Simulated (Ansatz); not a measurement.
**BCCD(T)/STO-3G run of CH6B− ([BMeH3]-)**

What is the energy change on altering one bond length of CH6B− ([BMeH3]-) at BCCD(T)/STO-3G? 

The calculation is run with Ansatz 0.2.0.

1 further run of the same task is left out (it didn't finish).

## Step 1: Starting point

The species is CH6B− (8 atoms), meant as a singlet with charge -1. As SMILES, `[H][B-]([H])([H])C`. Geometry: relaxed at GFN2-xTB.

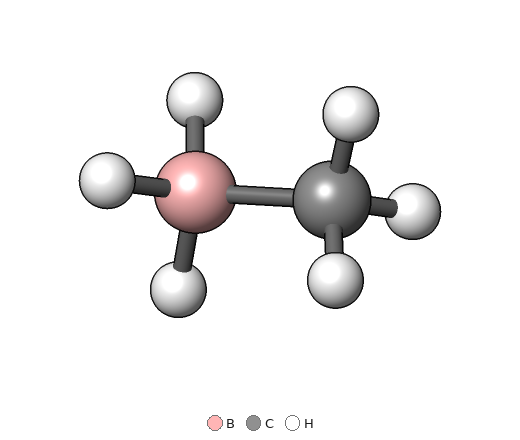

Viewed from a chosen angle; boron pink, carbon grey, hydrogen white.

## Step 2: The energy at BCCD(T)/STO-3G

input.yaml

```yaml
crystal:
  periodic: [false, false, false]
  atoms:
    - {symbol: B, position_ang: [-0.002120, 0.003030, -0.820260]}
    - {symbol: C, position_ang: [0.002160, -0.002850, 0.828840]}
    - {symbol: H, position_ang: [-1.010180, 0.041900, 1.245300]}
    - {symbol: H, position_ang: [0.550190, 0.849940, 1.244930]}
    - {symbol: H, position_ang: [0.469650, -0.905360, 1.238890]}
    - {symbol: H, position_ang: [1.151450, -0.035240, -1.249110]}
    - {symbol: H, position_ang: [-0.546150, 1.024230, -1.240270]}
    - {symbol: H, position_ang: [-0.615010, -0.975650, -1.248310]}
basis:
  gaussian: {orbitals: STO-3G}
total_charge: -1
correlation: {method: bccd_t, frozen_orbitals: {B: 1, C: 1, H: 0}}
accuracy: high
scf: {omitted_lower_state_checks: [cluster_reference, increment]}
```

Launch:

```console
$ ansatz run input.yaml --threads 1 --pin off --max-ram 2610MiB --events-out events.jsonl --progress --plain --runs-dir runs
```

Log, cut to the lines that bear on the results:

```text
Warning: RAYON_NUM_THREADS=1 ignored (pool sized by the plan → 1); use --threads N
Functional definition: HF
  name "HF"
[...]
278 factors; integrals over basis functions are off by at most 1.5e-8 eV
[...]
mean field -1772.55762522 eV, -65.1402912441 hartree, gradient 5.4e-8 eV, S^2 0.000000; 0 other end points of the search recorded, 0 dependent functions left out
2 core orbitals not correlated: weight in the atoms' cores, before any rotation towards them, 1.000 or more for the frozen orbitals, at most 0.000 for the correlated occupied ones
reference -1772.55762522 eV, -65.1402912441 hartree; 7, 7 occupied and 7, 7 virtual orbitals, 278 factors
second order -2.61258037 eV of doubles, -0.00000000 eV of singles
cycle   1  -3.28015135 eV  change   -6.7e-1 eV  update   5.8e-2
[...]
cycle  17  -3.61563733 eV  change   5.9e-11 eV  update  2.5e-10
perturbative correction -0.01761898 eV, -0.0006474856 hartree
Total energy: -1776.19088153 eV, -65.2738109508 hartree
Checks for a lower state left out: cluster_reference, increment
```

Wall time 0.14 s (1 thread of Arm Neoverse V2, shared host).

## Step 3: The distorted shape at the same level

input.yaml

```yaml
crystal:
  periodic: [false, false, false]
  atoms:
    - {symbol: B, position_ang: [-0.139119, -0.210155, -0.924276]}
    - {symbol: C, position_ang: [-0.134839, -0.216035, 0.724824]}
    - {symbol: H, position_ang: [-1.147179, -0.171285, 1.141284]}
    - {symbol: H, position_ang: [0.550190, 0.849940, 1.244930]}
    - {symbol: H, position_ang: [0.332651, -1.118545, 1.134874]}
    - {symbol: H, position_ang: [1.014451, -0.248425, -1.353126]}
    - {symbol: H, position_ang: [-0.683149, 0.811045, -1.344286]}
    - {symbol: H, position_ang: [-0.752009, -1.188835, -1.352326]}
basis:
  gaussian:
    orbitals: STO-3G
total_charge: -1
correlation:
  method: bccd_t
  frozen_orbitals: {B: 1, C: 1, H: 0}
accuracy: high
scf:
  omitted_lower_state_checks: [cluster_reference, increment]
```

Launch:

```console
$ ansatz run input.yaml --threads 1 --pin off --max-ram 2610MiB --events-out events.jsonl --progress --plain --runs-dir runs
```

Log, cut to the lines that bear on the results:

```text
Warning: RAYON_NUM_THREADS=1 ignored (pool sized by the plan → 1); use --threads N
[... 2 set-up lines as earlier in the session ...]
[...]
278 factors; integrals over basis functions are off by at most 1.7e-8 eV
[...]
mean field -1771.40304435 eV, -65.0978611799 hartree, gradient 8.8e-8 eV, S^2 0.000000; 0 other end points of the search recorded, 0 dependent functions left out
2 core orbitals not correlated: weight in the atoms' cores, before any rotation towards them, 1.000 or more for the frozen orbitals, at most 0.000 for the correlated occupied ones
reference -1771.40304435 eV, -65.0978611799 hartree; 7, 7 occupied and 7, 7 virtual orbitals, 278 factors
second order -2.85287560 eV of doubles, -0.00000000 eV of singles
cycle   1  -3.58485224 eV  change   -7.3e-1 eV  update   6.5e-2
[...]
cycle  17  -3.97807095 eV  change   -1.5e-9 eV  update   1.1e-9
perturbative correction -0.02269233 eV, -0.0008339278 hartree
Total energy: -1775.40380764 eV, -65.2448865188 hartree
Checks for a lower state left out: cluster_reference, increment
```

Wall time 0.14 s (1 thread of Arm Neoverse V2, shared host).

## Step 4: Summary of results

Level: BCCD(T)/STO-3G, 2 core orbitals frozen.

```
                                                         quantity         value
                                        first shape: total energy  -65.27381 Eh
         first shape: correlation energy (2 core orbitals frozen)    -133.5 mEh
                                      first shape: (T) correction     -0.65 mEh
                                    distorted shape: total energy  -65.24489 Eh
     distorted shape: correlation energy (2 core orbitals frozen)    -147.0 mEh
                                  distorted shape: (T) correction     -0.83 mEh
energy change with the C2–H4 bond stretched from 1.096 to 1.370 Å      0.787 eV
```

With the C2–H4 bond stretched from 1.096 to 1.370 Å the energy rises by 0.79 eV (75.9 kJ/mol). The first shape isn't relaxed at this level, so the change isn't measured from a minimum. The minimal basis adds a large error of its own. The triples (first shape) make up 0.5 % of the correlation energy. The triples (distorted shape) make up 0.6 % of the correlation energy.
